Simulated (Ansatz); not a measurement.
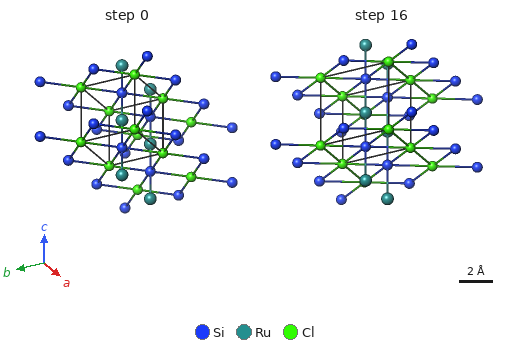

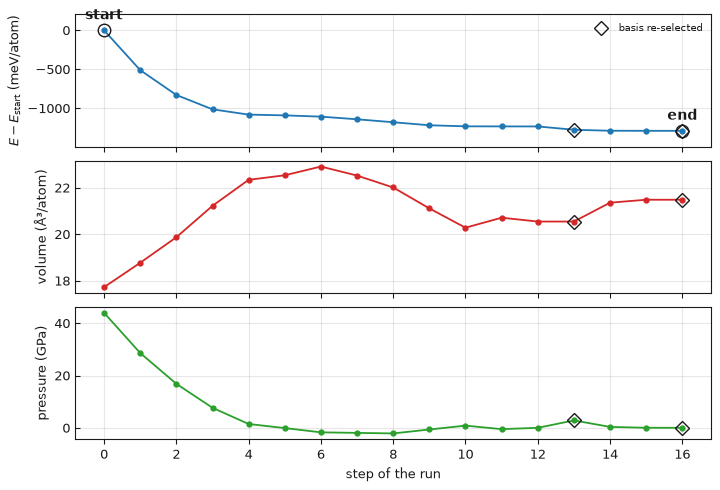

First and last geometry of a relaxation of crystalline SiRuCl (a generated structure, set up in Pmmm) (coarse preliminary run), with the history of the run. A ball-and-stick model of the cell of the calculation, repeated 2 × 1 × 1 with one cell outlined, seen from a free direction.

Method: DFT PBE, scalar-relativistic, plane waves, PAW (Ansatz 0.2.0).

Input file:
```yaml
crystal:
  lattice:
    - [3.73384222, 0.0, 0.0]
    - [0.0, 3.75952491, 0.0]
    - [0.0, 0.0, 3.78831469]
  atoms:
    - { symbol: Si, position: [0.5, 0.5, 0.0] }
    - { symbol: Ru, position: [0.5, 0.5, 0.5], spin: 1.0 }
    - { symbol: Cl, position: [0.0, 0.0, 0.0] }
basis:
  ecutwfc: 420
kpoints:
  mp_grid: { grid: [6, 6, 6] }
hamiltonian:
  xc: pbe
scf:
  occupations: { method: gaussian, width: 0.1 }
  lower_state_search: "off"
output:
  forces: true
  stress: true
  eigenvalues: true
  populations: true
magnetization:
  spin_polarized: true
relax:
  adjacent_minimum: "off"
  f_tol: 0.04
  max_steps: 70
  cell: { stress_tol: 0.4 }
```

Launched with:
```bash
ansatz run input.yaml --threads 1 --pin off --max-ram 2560MiB --backend cpu --events-out ev --progress --plain --runs-dir out
```

### What do the curves and the structures tell?

It converged. The atoms keep their places relative to the cell (all moves are under 0.005 Å). Cell: a 3.734 → 2.886 Å (−22.7 %), b 3.760 → 4.768 Å (+26.8 %), c 3.788 → 4.683 Å (+23.6 %). Volume +21.2 %. Near-neighbour distances that change, for instance: Si1–Si1 3.734 → 2.886 Å, Cl3–Cl3 3.734 → 2.886 Å, Ru2–Ru2 3.734 → 2.886 Å, Si1–Ru2 1.894 → 2.342 Å. The space group stays Pmmm (No. 47). Over 14 accepted moves (16 points after the start) the energy falls by 1289 meV per atom. All forces vanish by symmetry, so only the cell relaxes. Pressure: 43.98 GPa at the start and 0.04 GPa at the end. The SCF was repeated twice at an unchanged geometry on a basis and grid sized afresh for the cell, which shifted the energy by 42.6 meV per atom at most.
